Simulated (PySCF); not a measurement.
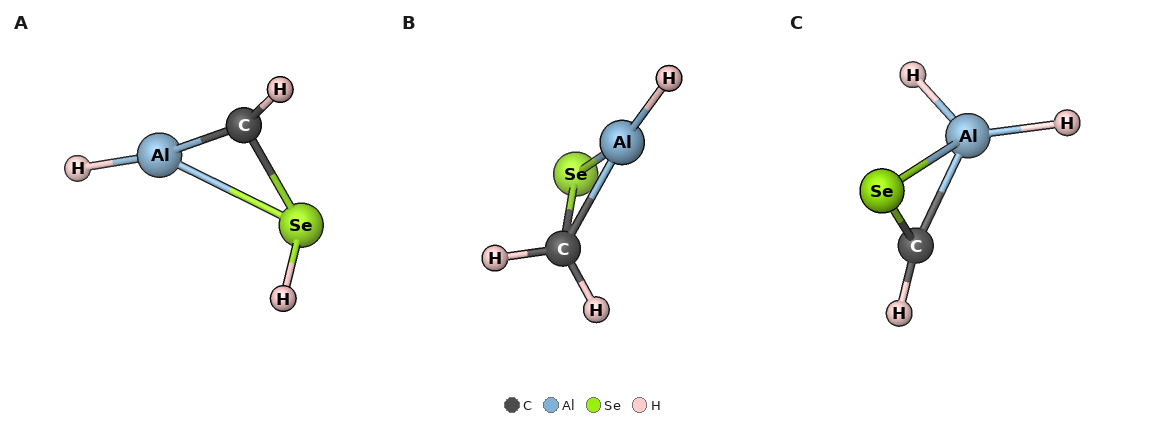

3 stationary structures of one formula. Geometries: PBE0-D4/def2-TZVP. Electronic energies: PBE-D4/def2-TZVPP (PySCF 2.14.0), without zero-point energy. No frequency run is at hand to confirm each as a minimum.

Which structure is the most stable?

B is lowest (Cs); C lies 113.0 kJ/mol above it (Cs), A lies 198.1 kJ/mol above it (C1).
